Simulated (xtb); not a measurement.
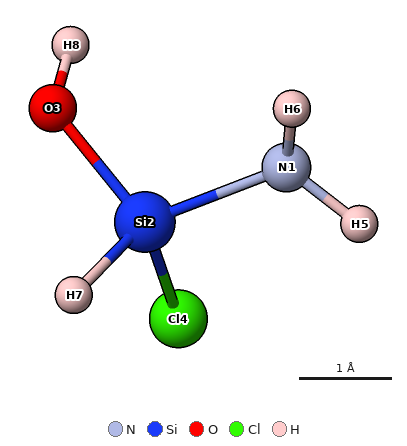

**Figure 1.** The structure as given in the input (ball-and-stick view, seen at a tilt; atoms are numbered from 1 in the order of the input). Bond lengths as drawn: Cl–Si 2.02 Å, H–N 1.01 Å, H–O 0.95 Å, H–Si 1.45 Å, N–Si 1.72 Å and O–Si 1.62 Å.

**SiNH$_{4}$ClO: frequency calculation (part 1 of 2)**

The run: frequency calculation of SiNH$_{4}$ClO, SMILES N[SiH](O)Cl. Method and program: GFN2-xTB (xtb 6.7.1 later snapshot).

The geometry was optimised with GFN2-xTB.

The program's output:
```
* xtb version 6.7.1
   ID    Z sym.   atoms
    1    7 N      1
    2   14 Si     2
    3    8 O      3
    4   17 Cl     4
    5    1 H      5-8

           -------------------------------------------------
          |                Calculation Setup                |
           -------------------------------------------------

          program call               : xtb mol.xyz --hess --raman --input detailed.inp --ptb --parallel 1
          coordinate file            : mol.xyz
          omp threads                :                     1

           -------------------------------------------------
          |                 G F N 2 - x T B                 |
           -------------------------------------------------

      * Hamiltonian:
        H0-scaling (s, p, d)           1.850000    2.230000    2.230000
        zeta-weighting                 0.500000
      * Dispersion:
        s8                             2.700000
        a1                             0.520000
        a2                             5.000000
        s9                             5.000000
      * Repulsion:
        kExp                           1.500000    1.000000
        rExp                           1.000000
      * Coulomb:
        alpha                          2.000000
        third order                    shell-resolved
        anisotropic                    true
        a3                             3.000000
        a5                             4.000000
        cn-shift                       1.200000
        cn-exp                         4.000000
        max-rad                        5.000000

          ...................................................
          :                      SETUP                      :
          :.................................................:
          :  # basis functions                  32          :
          :  # atomic orbitals                  30          :
          :  # shells                           14          :
          :  # electrons                        26          :
          :  max. iterations                   250          :
          :  Hamiltonian                  GFN2-xTB          :
          :  restarted?                      false          :
          :  GBSA solvation                  false          :
          :  PC potential                    false          :
          :  electronic temp.          300.0000000     K    :
          :  accuracy                    1.0000000          :
          :  -> integral cutoff          0.2500000E+02      :
          :  -> integral neglect         0.1000000E-07      :
          :  -> SCF convergence          0.1000000E-05 Eh   :
          :  -> wf. convergence          0.1000000E-03 e    :
          :  Broyden damping             0.4000000          :
          :  net charge                          0          :
          :  unpaired electrons                  0          :
          ...................................................

 iter      E             dE          RMSdq      gap      omega  full diag
   1    -15.4816239 -0.154816E+02  0.789E+00    6.51       0.0  T
   2    -15.5190420 -0.374180E-01  0.388E+00    6.82       1.0  T
   3    -15.5207839 -0.174193E-02  0.182E+00    7.21       1.0  T
   4    -15.5216898 -0.905857E-03  0.833E-01    6.82       1.0  T
   5    -15.5226192 -0.929420E-03  0.461E-01    7.05       1.0  T
   6    -15.5230798 -0.460604E-03  0.106E-01    6.97       1.0  T
   7    -15.5230822 -0.243042E-05  0.605E-02    6.97       1.0  T
   8    -15.5230860 -0.378647E-05  0.520E-02    6.95       1.0  T
   9    -15.5230949 -0.894707E-05  0.200E-02    6.96       1.8  T
  10    -15.5230966 -0.160946E-05  0.749E-03    6.96       4.7  T
  11    -15.5230966 -0.747792E-07  0.185E-03    6.96      19.1  T
  12    -15.5230966 -0.122708E-07  0.116E-03    6.96      30.5  T
  13    -15.5230967 -0.641105E-08  0.420E-04    6.96      84.2  T
  14    -15.5230967  0.227070E-09  0.378E-04    6.96      93.6  T

   *** convergence criteria satisfied after 14 iterations ***

         #    Occupation            Energy/Eh            Energy/eV
      -------------------------------------------------------------
         1        2.0000           -1.0381130             -28.2485
       ...           ...                  ...                  ...
         7        2.0000           -0.4936342             -13.4325
         8        2.0000           -0.4872769             -13.2595
         9        2.0000           -0.4638397             -12.6217
        10        2.0000           -0.4388853             -11.9427
        11        2.0000           -0.4191009             -11.4043
        12        2.0000           -0.4177882             -11.3686
        13        2.0000           -0.4037937             -10.9878 (HOMO)
        14                         -0.1480814              -4.0295 (LUMO)
        15                         -0.1408112              -3.8317
        16                         -0.1053788              -2.8675
        17                         -0.0076300              -0.2076
        18                          0.0186872               0.5085
       ...                                ...                  ...
        30                          0.8177814              22.2530
      -------------------------------------------------------------
                  HL-Gap            0.2557123 Eh            6.9583 eV
             Fermi-level           -0.2759375 Eh           -7.5086 eV

 SCC (total)                   0 d,  0 h,  0 min,  0.004 sec
 SCC setup                      ...        0 min,  0.000 sec (  1.395%)
 Dispersion                     ...        0 min,  0.000 sec (  0.592%)
 classical contributions        ...        0 min,  0.000 sec (  0.131%)
 integral evaluation            ...        0 min,  0.001 sec ( 12.838%)
 iterations                     ...        0 min,  0.003 sec ( 62.773%)
 molecular gradient             ...        0 min,  0.001 sec ( 20.597%)
 printout                       ...        0 min,  0.000 sec (  1.443%)

         :::::::::::::::::::::::::::::::::::::::::::::::::::::
         ::                     SUMMARY                     ::
         :::::::::::::::::::::::::::::::::::::::::::::::::::::
         :: total energy             -15.418961374895 Eh    ::
         :: gradient norm              0.000113432224 Eh/a0 ::
         :: HOMO-LUMO gap              6.958286638886 eV    ::
         ::.................................................::
         :: SCC energy               -15.523093786354 Eh    ::
         :: -> isotropic ES            0.056210200009 Eh    ::
         :: -> anisotropic ES          0.001395540874 Eh    ::
         :: -> anisotropic XC          0.000110173603 Eh    ::
         :: -> dispersion             -0.004556820655 Eh    ::
         :: repulsion energy           0.104132411459 Eh    ::
         :: add. restraining           0.000000000000 Eh    ::
         :: total charge              -0.000000000000 e     ::
         :::::::::::::::::::::::::::::::::::::::::::::::::::::

           -------------------------------------------------
          |                Numerical Hessian                |
           -------------------------------------------------
step length          :   0.00500
SCC accuracy         :   0.30000
Hessian scale factor :   1.00000
frozen atoms in %    :   0.00000    0
RMS gradient         :   0.00011
estimated CPU  time      0.00 min
Hessian matrix computed using GFN2-xTB.

           -------------------------------------------------
          |                      P T B                      |
           -------------------------------------------------

                              @@@ @

Calculating vibrational intensities using PTB ...
estimated CPU  time      0.01 min
... done.

writing file <hessian>, containing the non-mass-weighted Hessian matrix in atomic units (Eₕ/Bohr²).

 projected vibrational frequencies (cm⁻¹)
eigval :       -0.00    -0.00     0.00     0.00     0.00     0.00
eigval :      178.70   198.59   242.59   273.36   306.19   479.43
eigval :      539.14   648.24   676.94   796.57   819.92   873.06
eigval :      950.13  1514.65  2343.75  3486.84  3522.86  3654.56
           -------------------------------------------------
          |                Property Printout                |
           -------------------------------------------------

    * Orbital Energies and Occupations

         #    Occupation            Energy/Eh            Energy/eV
      -------------------------------------------------------------
         1        2.0000           -1.0381140             -28.2485
         2        2.0000           -0.7590041             -20.6536
         3        2.0000           -0.6598852             -17.9564
         4        2.0000           -0.5957510             -16.2112
         5        2.0000           -0.5545596             -15.0903
         6        2.0000           -0.5262903             -14.3211
         7        2.0000           -0.4936344             -13.4325
         8        2.0000           -0.4872775             -13.2595
         9        2.0000           -0.4638406             -12.6217
        10        2.0000           -0.4388867             -11.9427
        11        2.0000           -0.4191019             -11.4043
        12        2.0000           -0.4177894             -11.3686
        13        2.0000           -0.4037942             -10.9878 (HOMO)
        14                         -0.1480859              -4.0296 (LUMO)
        15                         -0.1408151              -3.8318
        16                         -0.1053837              -2.8676
        17                         -0.0076319              -0.2077
        18                          0.0186843               0.5084
        19                          0.0273559               0.7444
        20                          0.0405343               1.1030
        21                          0.0408183               1.1107
        22                          0.0586850               1.5969
        23                          0.0683841               1.8608
        24                          0.1010841               2.7506
       ...                                ...                  ...
        30                          0.8177776              22.2529
      -------------------------------------------------------------
                  HL-Gap            0.2557083 Eh            6.9582 eV
             Fermi-level           -0.2759400 Eh           -7.5087 eV

     #   Z          covCN         q      C6AA      α(0)
     1   7          2.542    -0.391    30.144     8.154
     2  14          3.320     0.561   114.998    21.618
     3   8          1.576    -0.470    22.305     6.373
     4  17          0.805    -0.288   108.251    15.916
     5   1          0.861     0.164     1.312     1.794
     6   1          0.861     0.158     1.349     1.820
     7   1          0.921    -0.047     4.011     3.132
     8   1          0.809     0.313     0.683     1.298

 Mol. C6AA /au·bohr⁶  :       1303.099319
 Mol. C8AA /au·bohr⁸  :      48511.758088
 Mol. α(0) /au        :         60.104689

Wiberg/Mayer (AO) data.
largest (>0.10) Wiberg bond orders for each atom

 ---------------------------------------------------------------------------
     #   Z sym  total        # sym  WBO       # sym  WBO       # sym  WBO
 ---------------------------------------------------------------------------
     1   7      3.225 --     2      1.162     6      0.967     5      0.965
     2  14      4.234 --     3      1.173     1      1.162     4      1.004
                             7      0.869
     3   8      2.181 --     2      1.173     8      0.879
     4  17      1.139 --     2      1.004
     5   1      0.973 --     1      0.965
     6   1      0.975 --     1      0.967
     7   1      0.998 --     2      0.869
     8   1      0.902 --     3      0.879
```
